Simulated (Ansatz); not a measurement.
# One crystal, many levels of theory: SiGe (zincblende [001] superlattice) (Pmma)

What gap does each level of theory give for SiGe (zincblende [001] superlattice) (Pmma), and in what time?

Method: density functionals, hybrids and G0W0, plane waves, PAW, in Ansatz 0.2.0.

The structure was built from a prototype and need not be the compound's stable phase.

### Step 1. The structure

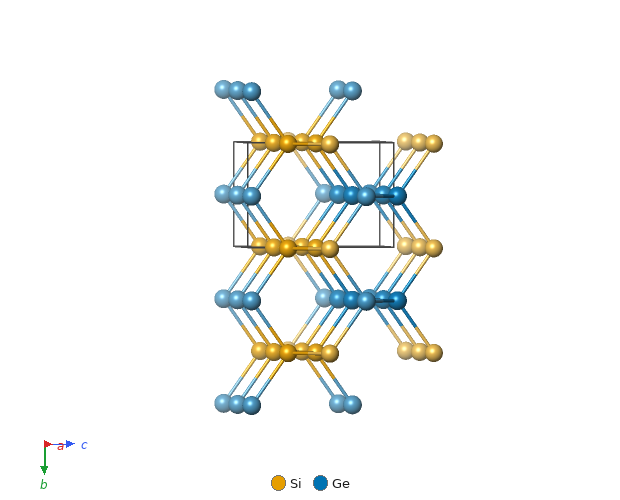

The starting structure, seen from the side, with the c axis across the page (silicon orange, germanium blue). 2×2×1 cells are drawn. Some periodic images of atoms are drawn too.

The structure was relaxed with LDA. The runs that relaxed it are not among those shown.

The logs state that the PAW files were generated under PBE.

### Step 2. LDA on the 6×6×4 mesh

Levels along a band path and on the mesh show where this functional puts the band edges.

This step: DFT, LDA, plane waves, PAW; PAW set soft_1.

The input, input.yaml:

```yaml
crystal:
  lattice:
    - [3.8928407089, 0.0, 0.0]
    - [0.0, 3.8992725039, 0.0]
    - [0.0, 0.0, 5.4823038652]
  atoms:
    - { symbol: Si, position: [0.0, 0.0, 0.1246594636] }
    - { symbol: Si, position: [0.5, 0.0, 0.3649525715] }
    - { symbol: Ge, position: [0.5, 0.5, 0.6142127145] }
    - { symbol: Ge, position: [0.0, 0.5, 0.8753722404] }
kpoints:
  mp_grid: { grid: [6, 6, 4] }
  band_path:
    path:
      - [[0.0, 0.0, 0.0], [0.5, 0.0, 0.0], [0.5, 0.5, 0.0], [0.0, 0.5, 0.0], [0.0, 0.0, 0.0], [0.0, 0.0, 0.5], [0.5, 0.0, 0.5], [0.5, 0.5, 0.5], [0.0, 0.5, 0.5], [0.0, 0.0, 0.5]]
      - [[0.5, 0.0, 0.0], [0.5, 0.0, 0.5]]
      - [[0.0, 0.5, 0.0], [0.0, 0.5, 0.5]]
      - [[0.5, 0.5, 0.0], [0.5, 0.5, 0.5]]
    npoints: 10
hamiltonian:
  xc: lda
  pseudopotentials: { kind: paw, azcp: { folder: soft_1 }, xc_functional: pbe }
scf:
  occupations: { method: fermi_dirac, width: 0.02 }
  n_extra_bands: 5
output:
  eigenvalues: true
  write_density: true
  write_potential: true
  elf: true
  volumetric_format: npy
```

On the command line:

```
ansatz run input.yaml --threads 3 --pin off --max-ram 92160MiB --backend cuda --events-out ev --progress --plain --runs-dir out --devices 1 --max-vram 13GiB
```

Numbers of over 12 decimals in the logs are rounded to 6 here.

The program printed:

```text
Warning: the atoms were moved onto the symmetric positions of the space group found under crystal.symmetry.tolerance 1.0e-5 (fractional; no operation is sought that the atoms, as they stand in a round, miss by more than twice it, and no atom is moved by as much as it), and the run uses the moved positions. Before a round's move an operation carried an atom to 7.42e-5 Å from where it should land, the largest such dist [...]
scf.n_extra_bands = 5 over 18 filled bands (N_el = 36.0): the run solves 23 bands
GPUs: using 1 of 1 available (devices: 1).
Engine: ansatz 0.2.0, x86_64-unknown-linux-gnu
Pseudopotentials: kind: paw
Pseudopotential: Si, paw, valence charge 4, recommended cutoff 420 eV (normal), soft_1/Si.paw.azcp
Pseudopotential: Ge, paw, valence charge 14, recommended cutoff 420 eV (normal), soft_1/Ge.paw.azcp
Functional definition: SPW92
  exchange = slater_x
  correlation = pw_c
device memory: the entry about to start is reckoned to put 2.0 GiB on a device that reports 48.7 GiB free (of which the cap on the GPU budget leaves the run 13.0 GiB)
GPU FFT provider: cuFFT
GPU libraries: cuBLAS 13.8.2, cuFFT 12.4.0, cuSOLVER 12.3.4
Crystal: 4 atoms, lattice volume = 83.217 Å³
Basis set: ecut = 420 eV, 1659 PW (Γ)
Bands: 23, of which v1, the nominal top of the filled ones, is band 18 counted from 1 (17 counted from 0)
Symmetry: 8 space group operations
Space group: Pmma (ITA 51), of the structure as read, at distance tolerance 4.4e-5 Å
k-points: 48 of 144
Non-local potential: Si, projectors of the file, l = 0: 2, l = 1: 2, l = 2: 1
Non-local potential: Ge, projectors of the file, l = 0: 2, l = 1: 2, l = 2: 3, l = 3: 1
PAW form: soft (Blöchl's): semilocal exchange-correlation on the pseudo side does not see the compensation charge
PAW frozen core: Si, regenerated for the run's functional, and the local potential with it (the file was generated under x = pbe(κ = 0.804, μ = 0.219515), c = pbe(β = 0.066725))
PAW frozen core: Ge, regenerated for the run's functional, and the local potential with it (the file was generated under x = pbe(κ = 0.804, μ = 0.219515), c = pbe(β = 0.066725))
PAW one-centre angular grid: Si, 110 points (default); XC on 64 Gauss nodes
PAW one-centre angular grid: Ge, 590 points (default); XC on 64 Gauss nodes
Initial density: superposition of atomic densities (chi_scale 0.1, normalization cell, long waves kept (reshape's long-wave potential 0.01 eV rms))
Initial wavefunctions: pseudopotential atomic-orbital guess
GPU buffer pool allocated for 29160 grid points (all kernels)
GPU transforms: local potential and band sums: pruned to the plane-wave sphere, on 27×27×40
Functional: x = slater, c = lda
SCF iter   1: F=—  HF=-9649.107494 eV  |F-HF|=—  |Δ(HF+E_count)|=         —  Δρ=4.22e-2  dr2=1.40e0  ethr=3.10e-3  ⟨swp⟩=8.0  Hψ=6174  notcnv=0
preconditioner: auto → Resta (q_TF=auto, 2.373 Å⁻¹)  ε∞=2.7  [insulator: Δε(μ)=0.500 eV  Ē_g=19.004 eV  σ=0.020 eV  W_gap=1.00  n_scr=20 (ndim 8)  ℏωp=24.4 eV  f_vac=0.000  D(μ)=0.00/eV (n_scr^D=0)  ε∞_Penn≈2.7]
SCF iter   2: F=—  HF=-9648.815514 eV  |F-HF|=—  |Δ(HF+E_count)|=   2.92e-1  Δρ=2.32e-2  dr2=4.22e-1  ethr=3.10e-3  ⟨swp⟩=2.0  Hψ=1727  notcnv=0
SCF iter   3: F=—  HF=-9648.702750 eV  |F-HF|=—  |Δ(HF+E_count)|=   1.13e-1  Δρ=2.39e-3  dr2=8.12e-3  ethr=1.17e-3  ⟨swp⟩=2.4  Hψ=1711  notcnv=0
SCF iter   4: F=—  HF=-9648.697013 eV  |F-HF|=—  |Δ(HF+E_count)|=   5.74e-3  Δρ=1.29e-3  dr2=9.78e-4  ethr=2.25e-5  ⟨swp⟩=3.0  Hψ=2385  notcnv=0
SCF iter   5: F=—  HF=-9648.697021 eV  |F-HF|=—  |Δ(HF+E_count)|=   7.56e-6  Δρ=4.49e-4  dr2=1.45e-4  ethr=2.72e-6  ⟨swp⟩=2.1  Hψ=2068  notcnv=0
SCF iter   6: F=—  HF=-9648.697104 eV  |F-HF|=—  |Δ(HF+E_count)|=   8.40e-5  Δρ=4.97e-5  dr2=2.16e-6  ethr=4.03e-7  ⟨swp⟩=2.1  Hψ=1371  notcnv=0
SCF iter   7: F=—  HF=-9648.697139 eV  |F-HF|=—  |Δ(HF+E_count)|=   3.46e-5  Δρ=6.56e-6  dr2=2.69e-8  ethr=2.78e-10  ⟨swp⟩=2.3  Hψ=3918  notcnv=0
SCF iter   8: F=-9648.697139 eV  HF=-9648.697139 eV  |F-HF|=2.11e-10  |Δ(HF+E_count)|=   2.29e-8  Δρ=9.92e-7  dr2=4.10e-10  ethr=7.48e-11  ⟨swp⟩=1.0  Hψ=3257  notcnv=0
SCF 1 converged in 8 iterations: F = -9648.697139 eV  dr2 = 4.10e-10
[...]
device memory: the entry about to start is reckoned to put 2.4 GiB on a device that reports 48.6 GiB free (of which the cap on the GPU budget leaves the run 13.0 GiB)
NSCF: frozen V_eff on 124 k-points, pencils in batches of 32, up to order 104
SCF converged after 8 iterations
Free energy (F): -9648.697139 eV
Harris-Foulkes:  -9648.697139 eV  (|F-HF|=2.11e-10)
Internal energy: -9648.697132 eV  (E = F + TS)
E sigma→0 (E₀):  -9648.697136 eV
Entropy (-TS):   -0.000007 eV (-0.002 meV/atom)
Fermi energy:    7.665539 eV
--- Per-component energies (eV) ---
  E_band       = -308.211351
  E_kinetic    = 269.242671
  E_local      = -5183.503100  (includes V_loc(G=0)·N_el)
  E_nonlocal   = 490.599702
  E_hartree    = 2470.106174
  E_xc         = -255.413640
  E_vxc        = -228.141325  (∫ρ·V_xc dr)
  E_paw        = -4840.014762  (= ΣΔE_a)
  E_vpaw       = -596.621845  (= ΣTr[D̂ρ^β])
  E_aug_tail   = 0.000116  (compensation charges beyond the density's cutoff)
  E_ewald      = -2603.699608
  E_core_change = 3.985315  (= ΣΔE_core)
  E_smearing   = -0.000007  (= −TS)
  E_closure    = 0.000000  (closes the sum)
  Σ components = -9648.697139   (vs F -9648.697139, Δ=0.00e0)
--- Band table (eV; the first three rows and the last of 48) ---
  k-point 0: bands = [... 14 lower, 4.4133, 7.4003, 7.4733, 7.5343, 7.9872, 8.2068, 9.2517, 10.0176, ... 1 higher]
  k-point 1: bands = [... 14 lower, 4.6753, 5.7491, 6.6011, 6.6602, 7.8826, 8.8572, 9.5650, 10.7743, ... 1 higher]
  k-point 2: bands = [... 14 lower, 5.2302, 5.4270, 5.4582, 5.7047, 8.1625, 8.6672, 10.4064, 10.6207, ... 1 higher]
  k-point 47: bands = [... 14 lower, 3.4396, 3.4396, 3.5370, 3.5370, 11.7607, 11.7607, 11.9914, 11.9914, ... 1 higher]
```

The job ended after 3.6 s (1 × NVIDIA H100 80GB HBM3 (shared by 6 runs) with 3 threads of AMD EPYC 7R13 (Zen 3), shared host; peak memory 0.92 GiB; 4.5 s of CPU time).

Numbers from this step:

```
filled bands         : 18
gap                  : 0.2772 eV
valence top at       : Γ
conduction bottom at : S
least direct gap     : 0.4529 eV
```

Over mesh and path the gap is 0.277 eV, from k = Γ to k = (0.500, 0.500, 0.000). The least direct gap found is 0.453 eV, at k = Γ. The program's warnings for this run: structure snapped to symmetry.

### Step 3. LDA+SOC on the 6×6×4 mesh

This run has two-component orbitals with spin-orbit coupling.

This step: DFT, LDA with spin-orbit coupling, plane waves, PAW; PAW set soft_1.

The input, input.yaml:

```yaml
crystal:
  lattice:
    - [3.8928407089, 0.0, 0.0]
    - [0.0, 3.8992725039, 0.0]
    - [0.0, 0.0, 5.4823038652]
  atoms:
    - { symbol: Si, position: [0.0, 0.0, 0.1246594636] }
    - { symbol: Si, position: [0.5, 0.0, 0.3649525715] }
    - { symbol: Ge, position: [0.5, 0.5, 0.6142127145] }
    - { symbol: Ge, position: [0.0, 0.5, 0.8753722404] }
kpoints:
  mp_grid: { grid: [6, 6, 4] }
  band_path:
    path:
      - [0.0, 0.0, 0.0]
      - [0.5, 0.0, 0.0]
      - [0.5, 0.5, 0.0]
      - [0.0, 0.5, 0.0]
      - [0.0, 0.0, 0.5]
      - [0.5, 0.0, 0.5]
      - [0.5, 0.5, 0.5]
      - [0.0, 0.5, 0.5]
    npoints: 1
hamiltonian:
  xc: lda
  pseudopotentials: { kind: paw_fr, azcp: { folder: soft_1 }, xc_functional: pbe }
scf:
  occupations: { method: fermi_dirac, width: 0.02 }
  n_extra_bands: 10
magnetization:
  noncollinear: true
  spin_orbit: true
output:
  eigenvalues: true
```

The program printed:

```text
[...]
GPUs: using 1 of 1 available (devices: 1).
[...]
non-collinear run that drives no moment, with spin-orbit: no starting moment large enough to seed its density (crystal.atoms[].spin), no starting occupations that ask for one, no magnetisation constraint and no magnetic field, so the semilocal B_xc is pinned to zero
[...]
GPU FFT provider: cuFFT
GPU libraries: cuBLAS 13.8.2, cuFFT 12.4.0, cuSOLVER 12.3.4
Crystal: 4 atoms, lattice volume = 83.217 Å³
Basis set: ecut = 420 eV, 1659 PW (Γ)
Bands: 46, of which v1, the nominal top of the filled ones, is band 36 counted from 1 (35 counted from 0)
Symmetry: 8 space group operations + 8 with time reversal
[...]
k-points: 48 of 144
Projection manifold: j_resolved (fully-relativistic pseudo-atomic orbitals)
[...]
GPU buffer pool allocated for 29160 grid points (all kernels)
[...]
Absolute magnetization: 0.0000 μB (∫|m|)
  site 0: m = (+0.0000, +0.0000, +0.0000) μB, |m| = 0.0000 μB  (R = 0.97 Å)
  site 1: m = (+0.0000, +0.0000, +0.0000) μB, |m| = 0.0000 μB  (R = 0.97 Å)
  site 2: m = (+0.0000, +0.0000, +0.0000) μB, |m| = 0.0000 μB  (R = 0.98 Å)
  site 3: m = (+0.0000, +0.0000, +0.0000) μB, |m| = 0.0000 μB  (R = 0.98 Å)
Free energy (F): -9648.883285 eV
[...]
Internal energy: -9648.883269 eV  (E = F + TS)
E sigma→0 (E₀):  -9648.883277 eV
Entropy (-TS):   -0.000016 eV (-0.004 meV/atom)
Fermi energy:    7.686310 eV
[...]
--- Band table (eV; the first three rows and the last of 48) ---
  k-point 0: bands = [... 32 lower, 7.5023, 7.5023, 7.5763, 7.5763, 7.9872, 7.9872, 8.2069, 8.2069, ... 6 higher]
  k-point 1: bands = [... 32 lower, 6.5853, 6.5853, 6.6756, 6.6756, 7.8827, 7.8827, 8.8568, 8.8568, ... 6 higher]
  k-point 2: bands = [... 32 lower, 5.4559, 5.4559, 5.7089, 5.7089, 8.1622, 8.1622, 8.6667, 8.6667, ... 6 higher]
  k-point 47: bands = [... 32 lower, 3.5452, 3.5452, 3.5452, 3.5452, 11.7520, 11.7520, 11.7520, 11.7520, ... 6 higher]
[key lines of the parts left out:]
SCF converged after 8 iterations
Magnetization: |M| = 0.0000 μB,  M = (+0.0000, +0.0000, +0.0000) μB
```

Elapsed: 11 s, on 1 × NVIDIA H100 80GB HBM3 (shared by 6 runs) with 3 threads; peak memory 0.93 GiB.

Numbers from this step:

```yaml
gap: 0.2352 eV
valence_top_at: Γ
conduction_bottom_at: S
least_direct_gap: 0.4109 eV
```

Over mesh and listed points the gap is 0.235 eV, from k = Γ to k = (0.500, 0.500, 0.000). The least direct gap found is 0.411 eV, at k = Γ. LDA+SOC against LDA: 0.235 − 0.277 = −0.042 eV, with the same mesh, set of files (read in its fully relativistic form for the spin-orbit run) and cutoff, and both edges at the same k points. The spin-orbit run sees mesh and listed points alone, so its gap is an upper bound: the coupling can move an edge off these points, and the change over the zone, its sign included where it is small, is not known. The program's warnings for this run: structure snapped to symmetry.

### Step 4. HSE06 on the 4×4×4 mesh

HSE06 mixes in a quarter of exact exchange at short range.

This step: DFT, HSE06, plane waves, PAW; PAW set soft_1.

input.yaml, the sections that differ from step 3:

```yaml
kpoints:
  mp_grid: { grid: [4, 4, 4] }
  band_path:
    path:
      - [0.0, 0.0, 0.0]
      - [0.5, 0.0, 0.0]
      - [0.5, 0.5, 0.0]
      - [0.0, 0.5, 0.0]
      - [0.0, 0.0, 0.5]
      - [0.5, 0.0, 0.5]
      - [0.5, 0.5, 0.5]
      - [0.0, 0.5, 0.5]
    npoints: 1
hamiltonian:
  xc: hse06
  pseudopotentials: { kind: paw, azcp: { folder: soft_1 } }
scf:
  occupations: { method: fixed }
  n_extra_bands: 5
# crystal, output: as in step 3
# magnetization: removed
```

The program printed:

```text
[...]
GPUs: using 1 of 1 available (devices: 1).
[...]
davidson cushion auto → on  (no smearing: the cushion is to keep the highest requested band from converging to the state above it; pin scf.eigensolver.cushion to override)
[...]
GPU FFT provider: cuFFT
GPU libraries: cuBLAS 13.8.2, cuFFT 12.4.0, cuSOLVER 12.3.4
Crystal: 4 atoms, lattice volume = 83.217 Å³
Basis set: ecut = 420 eV, 1659 PW (Γ)
[...]
Fermi energy:    7.456181 eV
[...]
--- Band table (eV; the first three rows and the last of 27) ---
  k-point 0: bands = [... 14 lower, 4.0219, 7.3819, 7.3882, 7.4562, 8.5841, 8.7317, 10.2887, 10.6726, ... 1 higher]
  k-point 1: bands = [... 14 lower, 4.3182, 5.6973, 6.4634, 6.5381, 8.4532, 9.4787, 10.2179, 11.7623, ... 1 higher]
  k-point 2: bands = [... 14 lower, 4.9098, 5.1538, 5.2055, 5.5033, 8.7656, 9.2450, 11.1668, 11.4006, ... 1 higher]
  k-point 26: bands = [... 14 lower, 3.0532, 3.0532, 3.1110, 3.1110, 12.5280, 12.5280, 12.7636, 12.7636, ... 1 higher]
[key lines of the parts left out:]
Free energy (F): -9864.122502 eV
```

Wall time 16 s (1 × NVIDIA H100 80GB HBM3 (shared by 6 runs) with 3 threads); peak memory 1.5 GiB.

This step gave:

```yaml
gap: 0.9235 eV
valence_top_at: Γ
conduction_bottom_at: S
least_direct_gap: 1.128 eV
exact_exchange_fraction: 0.25
```

Over mesh and listed points the gap is 0.923 eV, from k = Γ to k = (0.500, 0.500, 0.000). The least direct gap found is 1.128 eV, at k = Γ. HSE06 against LDA: 0.923 − 0.277 = +0.646 eV. The runs also differ in mesh (6×6×4 and 4×4×4) and occupations, so how much of this comes from the functional alone is not known. The program's warnings for this run: structure snapped to symmetry.

### Step 5. G0W0@LDA, 6×6×4 mesh, 280 empty bands, screening to 130 eV, PAW set soft_1 files

G0W0 replaces the xc potential by a self-energy built once from the orbitals of the start. Levels are corrected in the window of bands that the input names, at points of the mesh.

This step: G0W0 on LDA, plane waves, PAW; PAW set soft_1.

The input, input.yaml:

```yaml
crystal:
  lattice:
    - [3.8928407089, 0.0, 0.0]
    - [0.0, 3.8992725039, 0.0]
    - [0.0, 0.0, 5.4823038652]
  atoms:
    - { symbol: Si, position: [0.0, 0.0, 0.1246594636] }
    - { symbol: Si, position: [0.5, 0.0, 0.3649525715] }
    - { symbol: Ge, position: [0.5, 0.5, 0.6142127145] }
    - { symbol: Ge, position: [0.0, 0.5, 0.8753722404] }
kpoints:
  mp_grid: { grid: [6, 6, 4] }
hamiltonian:
  xc: lda
  pseudopotentials: { kind: paw, azcp: { folder: soft_1 }, xc_functional: pbe }
scf:
  occupations: { method: fixed }
gw:
  n_empty_bands: 280
  ecut_chi: 130.0
  qp_bands: [v2, c2]
  qp_kpoints: band_edges
  screening: { model: contour_deformation }
```

The program printed:

```text
[...]
GPUs: using 1 of 1 available (devices: 1).
[...]
GPU FFT provider: cuFFT
GPU libraries: cuBLAS 13.8.2, cuFFT 12.4.0, cuSOLVER 12.3.4
Crystal: 4 atoms, lattice volume = 83.217 Å³
Basis set: ecut = 420 eV, 1659 PW (Γ)
Bands: 22, of which v1, the nominal top of the filled ones, is band 18 counted from 1 (17 counted from 0)
Symmetry: 8 space group operations
[...]
k-points: 48 of 144
[...]
38    20      8.3091    -9.4355    -3.8164   -13.5934  0.7686     8.6564     8.6505  root
    45    17      4.5213   -15.1186     1.7687   -13.0070  0.7338     4.1717     4.1785  root ?
    45    18      4.5213   -15.1186     1.7687   -13.0070  0.7338     4.1717     4.1785  root ?
    45    19      7.8115    -7.1107    -3.7040   -11.0026  0.7751     8.0004     7.9994  root
    45    20      7.8115    -7.1107    -3.7040   -11.0026  0.7751     8.0004     7.9994  root
[key lines of the parts left out:]
SCF converged after 7 iterations
Free energy (F): -9648.697138 eV
Fermi energy:    7.534341 eV
```

It took 43 s on 1 × NVIDIA H100 80GB HBM3 (shared by 6 runs) with 3 threads; peak memory 2.1 GiB; 82 s of CPU time.

Numbers from this step:

```
bands summed                                    : 298
RPA ε∞ on this mesh (eigenvalues)               : 15.57, 20.31, 20.31
plane waves in the screening matrix             : 287
G0W0 gap over the corrected points              : 0.7330 eV
k of the valence top                            : 0, 0, 0
k of the conduction bottom                      : -0.5, -0.5, 0
starting gap on the mesh                        : 0.2772 eV
Z at the valence top                            : 0.7640
Z at the conduction bottom                      : 0.7751
least direct G0W0 gap over the corrected points : 0.9231 eV
```

Over 15 of 48 irreducible mesh points the G0W0 gap is 0.733 eV, from k = Γ to k = (-0.500, -0.500, 0.000). The LDA gap of this run on the mesh is 0.277 eV. The two states that bound the G0W0 gap lie that far apart at the start, so the correction of the gap is 0.733 − 0.277 = +0.456 eV. The program's warnings for this run: structure snapped to symmetry. The program marks 7 of the 60 corrected levels as in doubt (Σc rises), neither edge state among them.

(Continued in part 2 of 2.)

[Paths, hosts, dates, memory and timing lines, banners, echoed tables and standing remarks are left out of the program output.]

[Logs are printed without paths, hosts, clocks, repeated set-up lines and the standing remarks that a program may print on its own settings, such as how far it seeks lower states.]

[Runs of the session that timed out or met a known fault of the program may be left out.]

[Cells called generated may have been cut or substituted from an entry of the Crystallography Open Database or the Materials Project.]

[Hosts, paths, dates, database ids (printed as entryN), source tags and the programs' standing remarks are cut or masked in the printed files.]

[Where an RPA ε∞ is given, it is that of the G0W0 mesh and is not shown converged in it. Names of k-points follow the symmetry that the program found, which can be lower than the space group named. Band edges on a path are those of the sampled points; other points can move an edge, and change direct to indirect where valleys lie close.]

[Hybrid gaps are those of their k-mesh and are not shown converged in it.]
